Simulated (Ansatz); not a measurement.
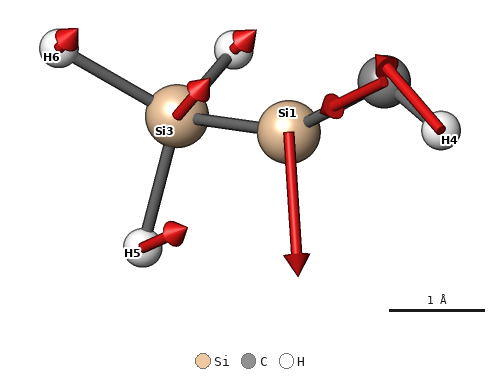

A relaxation of CH$_{4}$Si$_{2}$. The starting structure is drawn; red arrows show the displacements, at their true length. The two geometries are superimposed by the best rigid fit.

The picture is a ball-and-stick view, seen from a free direction.

It is one of the separated reactants of a reaction.

All numbers below come from Ansatz 0.2.0, RKS PBE-D4/def2-SVP.

Input file:
```yaml
crystal:
  periodic: [false, false, false]
  atoms:
    - {symbol: Si, position_ang: [-0.499611, -0.268012, -0.317783]}
    - {symbol: C, position_ang: [-1.692430, -1.388759, -0.331828]}
    - {symbol: Si, position_ang: [0.927062, 0.636423, 0.372875]}
    - {symbol: H, position_ang: [-2.435880, -1.627507, -1.048683]}
    - {symbol: H, position_ang: [1.307216, 1.655646, -0.644400]}
    - {symbol: H, position_ang: [0.592639, 1.337349, 1.641442]}
    - {symbol: H, position_ang: [2.096835, -0.250156, 0.613603]}
basis:
  gaussian: {orbitals: def2-SVP}
hamiltonian: {xc: pbe, dispersion: d4}
relax: {f_tol: 0.03, max_steps: 250}
```

Run as
```bash
ansatz run in.yaml --threads 2 --pin off --events-out ev --progress --plain --max-ram 4352MiB
```

Q: Describe the change and its energy.

A: Si1 moves most after the best rigid fit: 1.54 Å. Largest moves by element: Si 1.54 Å, H 1.35 Å, C 1.10 Å. Some distances before and after: C2–Si3 3.385 → 1.814 Å, Si1–H5 2.659 → 1.872 Å, Si1–Si3 1.825 → 2.556 Å, Si3–H5 1.489 → 1.616 Å. New bonds form: C2–Si3 (3.39 → 1.81 Å). Bond angles that change, for instance: C2–Si1–Si3 155.8° → 45.2°, Si1–Si3–H5 106.3° → 46.9°, Si1–Si3–H6 112.4° → 122.9°. The energy falls by 433.8 kJ/mol in 25 accepted moves (26 points after the start). The largest force component goes from 10 to 0.015 eV/Å. The line search rejected the trial step at point 23 of the run. The run took 27 s on 2 threads of Arm Neoverse V1 (shared host).
